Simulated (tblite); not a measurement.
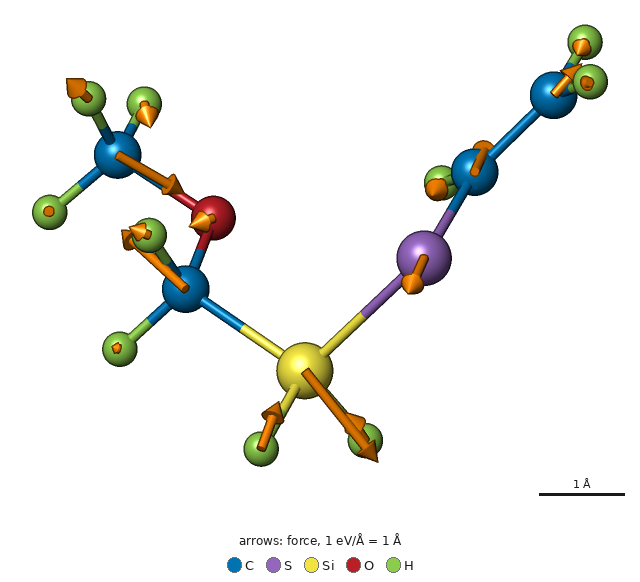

Starting geometry of C4H10OSSi with the computed forces as orange arrows. Style: ball-and-stick. Shown at a tilt.

Level of theory: GFN2-xTB geometry optimisation, gas phase (tblite 0.8.0). 

**Is this structure relaxed? If not, where do the atoms go?**

It isn't relaxed: the largest force vector, on the Si atom, is 1.41 eV/Å. The final displacements have little in common with the starting forces (cosine between the two patterns 0.15). Over 91 geometry steps the energy falls by 0.207 eV. An H atom moves most after the best rigid fit: 0.51 Å. Largest moves by element: H 0.51 Å, C 0.23 Å, S 0.19 Å, O 0.18 Å, Si 0.08 Å. Some distances before and after: C–Si 1.867 → 1.909 Å, H–Si 1.493 → 1.458 Å, C–S 1.735 → 1.769 Å, C–O 1.429 → 1.403 Å. Bond angles that change, for instance: Si–C–O 116.7° → 105.9°, H–Si–H 107.8° → 114.6°, S–Si–H 107.9° → 102.7°. The run took 1.2 s on 1 thread of Arm Neoverse N1, on a shared host.
